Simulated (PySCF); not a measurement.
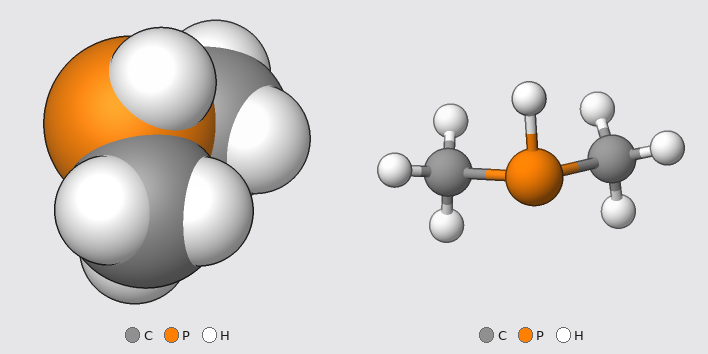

Both panels show the same species.

Computed geometry: GFN2-xTB optimisation. No frequency run is at hand to confirm it as a minimum.

What is the molecular formula?

C₂H₇P, 10 atoms: 2 carbon, 7 hydrogen and 1 phosphorus.

What is the point group of this geometry?

Cs.

Count the bonded pairs by element.

6 C–H, 2 C–P, 1 P–H.

What is its SMILES?

CPC

How many atoms are distinct by symmetry?

6: 2 C, 1 P, 2 H, 2 H, 2 H, 1 H.

More results for the same structure follow; atom numbers are the same in all pictures, views and colours differ.

**Polarisability**

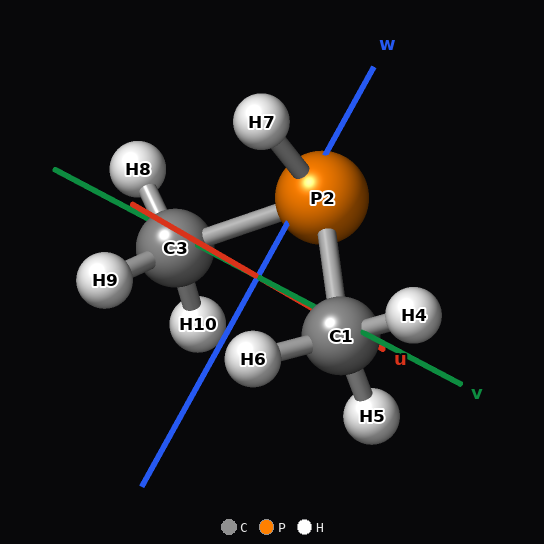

The lines u, v and w are the principal axes of the static dipole polarisability. No frequency run is at hand to confirm it as a minimum. Computed with PBE0/def2-SVPD (PySCF 2.14.0).

Along which axis is the molecule most polarisable, and along which least?

Most along v, least along u.

Give the three principal values.

u 46.7, v 59.3, w 52.6 bohr³; mean 52.9, anisotropy 10.9 bohr³.

**Excitation**

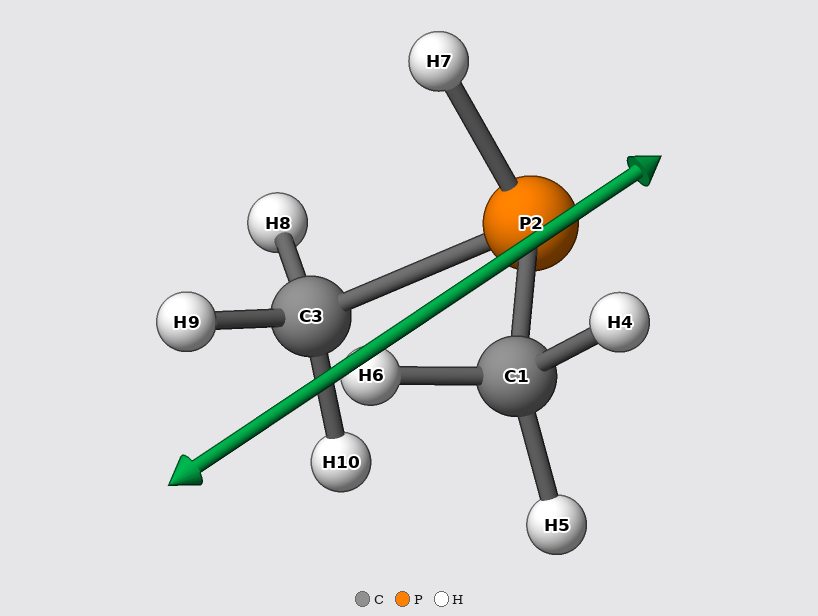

The double arrow shows the direction of the transition dipole to excited singlet state 3 (its length means nothing). No frequency run is at hand to confirm it as a minimum. Level of theory: TDDFT PBE0/def2-SVPD, vertical, gas phase, core orbitals frozen in the response (PySCF 2.14.0).

Give its energy, strength and character.

7.38 eV (168 nm), oscillator strength 0.15, mainly HOMO → LUMO+3 (weight 0.91); transition dipole 2.33 D.

**Core levels**

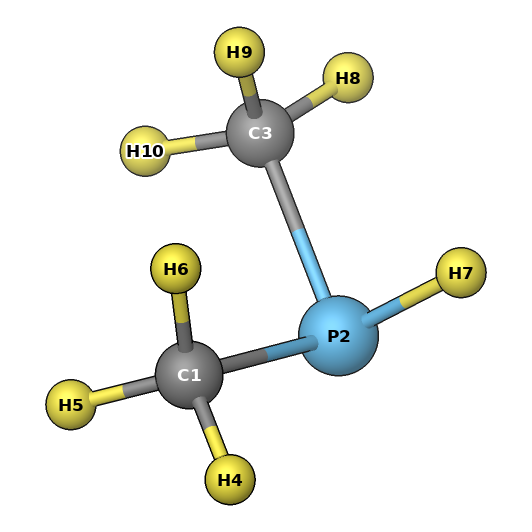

No frequency run is at hand to confirm it as a minimum. Method: delta-SCF UKS SCAN, pcX-2 on the ionised atom, pcseg-1 elsewhere, spin-free X2C (PySCF 2.14.0).

Give the core-electron binding energies (to vacuum; p and d levels without spin–orbit splitting) of C1 1s, P2 1s, P2 2p.

```json
{"atom": "C1", "level": "1s", "binding energy (eV)": "290.5"}
{"atom": "P2", "level": "1s", "binding energy (eV)": "2149.8"}
{"atom": "P2", "level": "2p", "binding energy (eV)": "136.5"}
```

The geometry is semi-empirical. Around P such bond lengths and angles can be off by a tenth of an ångström or more and by several degrees, and values that hang on the shape move with them.
